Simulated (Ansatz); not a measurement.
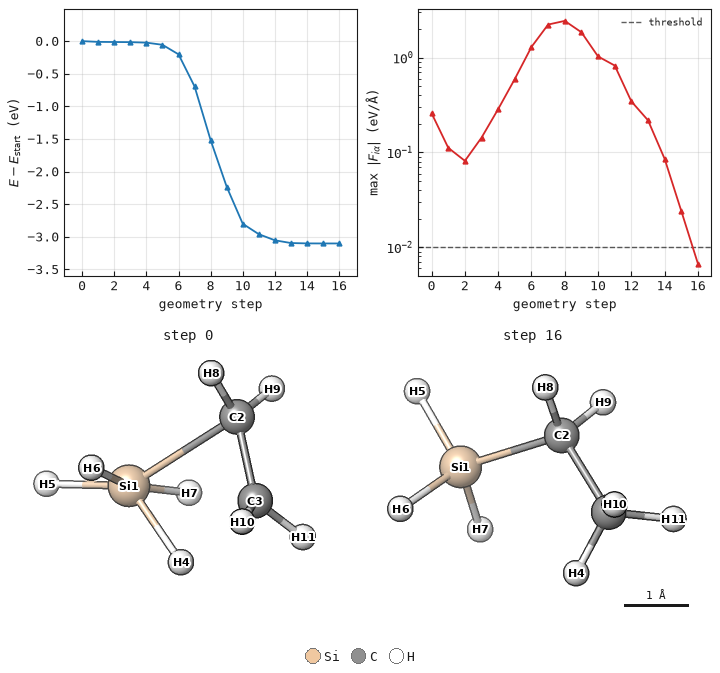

First and last geometry of a relaxation of C2H8Si, with the history of the run. Style: ball-and-stick. Shown at a tilt.

Computed with RKS PBE-D4/pcseg-2 in Ansatz.

Input
```yaml
crystal:
  periodic: [false, false, false]
  atoms:
    - {symbol: Si, position_ang: [0.352688, 1.172251, 0.152598]}
    - {symbol: C, position_ang: [0.185800, -0.969343, 0.587873]}
    - {symbol: C, position_ang: [-0.573682, -0.865180, -0.581477]}
    - {symbol: H, position_ang: [-0.567656, 0.676281, -1.065037]}
    - {symbol: H, position_ang: [0.897435, 2.538288, 0.531054]}
    - {symbol: H, position_ang: [-0.887677, 1.215924, 0.987994]}
    - {symbol: H, position_ang: [1.534670, 0.698864, -0.633132]}
    - {symbol: H, position_ang: [-0.318217, -1.058374, 1.540743]}
    - {symbol: H, position_ang: [1.184929, -1.380509, 0.535749]}
    - {symbol: H, position_ang: [-1.656627, -0.853133, -0.525220]}
    - {symbol: H, position_ang: [-0.151565, -1.174970, -1.531145]}
basis:
  gaussian: {orbitals: pcseg-2}
hamiltonian: {xc: pbe, dispersion: d4}
relax: {f_tol: 0.01, max_steps: 60, escape_saddle: false}
```

Command:
```bash
ansatz run in.yaml --threads 2 --pin off --events-out ev --progress --plain --max-ram 4352MiB
```

Question: Read the history and describe the run.

Answer: It converged. The energy falls by 3.103 eV in 16 geometry steps. Largest force component: 0.26 eV/Å at the start, 0.0067 eV/Å at the end. The atom that moves furthest after the best rigid fit is H5 (1.51 Å). By element the largest moves are H 1.51 Å, C 0.44 Å, Si 0.39 Å. Among the contacts that change: Si1–H4 1.605 → 2.814 Å, Si1–C3 2.355 → 2.873 Å, C3–H4 1.616 → 1.100 Å, Si1–C2 2.192 → 1.886 Å. New bonds form: C3–H4 (1.62 → 1.10 Å). Bonds break: Si1–H4 (1.60 → 2.81 Å). Bond angles that change, for instance: H6–Si1–H7 163.2° → 107.8°, C2–Si1–H5 149.0° → 111.6°, Si1–C2–C3 78.6° → 113.2°. Cost: 28 s on 2 threads of Intel Xeon 6975P-C, on a shared host.
